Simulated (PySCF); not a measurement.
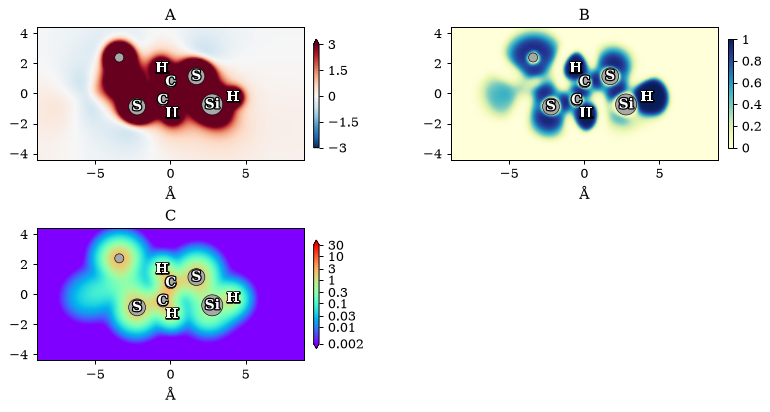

C4H7ClS2Si2: 3 fields on the plane of atoms C7, S8 and Si9, with unlabelled colour scales. Grey discs cover the atomic cores.

Geometry: GFN2-xTB.

All numbers below come from PySCF, PBE0/pcSseg-1, SCF density, gas phase, non-relativistic.

### Match the panels to the quantities (electron density, electron localisation function and electrostatic potential).

Panel A: electrostatic potential (strongly positive close to the atoms and fading to about zero outside). Panel B: electron localisation function. Panel C: electron density. From the grid: C–S (1.75 Å): ρ is about 1.3 e/Å³ halfway; the ELF peaks at about 0.90 between the atoms, as expected for a covalent bond.
